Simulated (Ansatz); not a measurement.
# Amorphous In₉Ga₉Zn₉O₃₇Li₂

It comes from a melt-quench run on a machine-learned potential (CHGNet), relaxed afterwards by DFT. O atoms were pushed apart under 1.9 Å during the dynamics, to hinder bonds among them. The hot cell started wider than the set density and was brought back towards it in steps. It is the lowest in DFT energy of 2 quenches. It is a model cell: composition and starting density were chosen by hand, and all elements were melted together. No dispersion term was used.

Methods: PBE, scalar-relativistic without spin-orbit coupling (Ansatz, a program for electronic structure); r2SCAN, scalar-relativistic without spin-orbit coupling (Ansatz); HSE06, scalar-relativistic without spin-orbit coupling (Ansatz). Geometry, pressure, stress and energy are those of the PBE run. Its sampling: a 2×2×2 Γ-centred mesh; Fermi-Dirac width 0.02 eV; no spin polarisation. Other functionals are single points at the zone centre (r2SCAN at 500 eV; exact exchange cut at the cell's faces), free to take moments where seeds were set.

```json
{
  "number_of_atoms_in_the_cell": "66",
  "Density (held, not predicted)": "5.79 g/cm³",
  "volume_per_atom": "12.40 Å³",
  "Pressure on a 2×2×2 Γ-centred mesh": "0.87 GPa",
  "Largest force and stress component on that mesh (the relaxation ran on the zone centre alone)": "0.08 eV/Å and 1.0 GPa",
  "Gap on a 2×2×2 Γ-centred mesh (PBE)": "0.87 eV",
  "Gap at the zone centre (PBE)": "0.92 eV",
  "Gap at the zone centre (r2SCAN)": "1.36 eV",
  "Gap at the zone centre (HSE06)": "2.47 eV"
}
```

Bonds are counted up to In-In 3.12 Å, In-Ga 2.90 Å, In-Zn 2.90 Å, In-O 2.78 Å, In-Li 2.99 Å, Ga-Ga 2.68 Å, Ga-Zn 2.68 Å, Ga-O 2.40 Å, Ga-Li 2.77 Å, Zn-Zn 2.68 Å, Zn-O 2.40 Å, Zn-Li 2.77 Å, O-O 1.58 Å, O-Li 2.33 Å, Li-Li 2.86 Å. Two cations that share two anions don't count as bonded, nor two that share one unless they lie closer than In-In 3.04 Å, In-Ga 2.82 Å, In-Zn 2.82 Å, In-Li 2.91 Å, Ga-Ga 2.61 Å, Ga-Zn 2.61 Å, Ga-Li 2.70 Å, Zn-Zn 2.61 Å, Zn-Li 2.70 Å, Li-Li 2.78 Å.

The mean coordination of In by anions comes out as 5.56 (4 with 5, 5 with 6) and the mean coordination of Ga by anions is 5.00 (1 with 4, 7 with 5, 1 with 6). The mean coordination of Zn by anions is 4.22 (7 with 4, 2 with 5). The mean coordination of O is 3.81 (9 with 3, 26 with 4, 2 with 5). The mean coordination of Li by anions is 4.00 (2 with 4) and the mean In-O bond is 2.210 Å (spread 0.104 Å, 50 counted). The mean Ga-O bond is 1.976 Å (spread 0.091 Å, 45 counted).

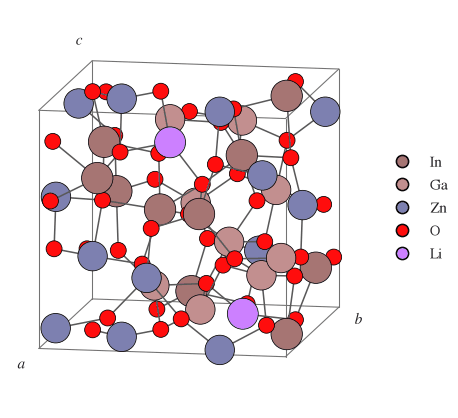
*The relaxed cell*

Its density started from a set value of 5.79 g/cm³. Cooling (nominally 260 K/ps over its main leg) ran many orders faster than in experiment, which tends to leave more defects and strain. One small periodic cell is one sample of the glass; other quenches scatter about these values. The volume was held where the preparation left it and the shape relaxed, at a PBE pressure of 0.9 GPa. Stress components on the final sampling reach 1.0 GPa.
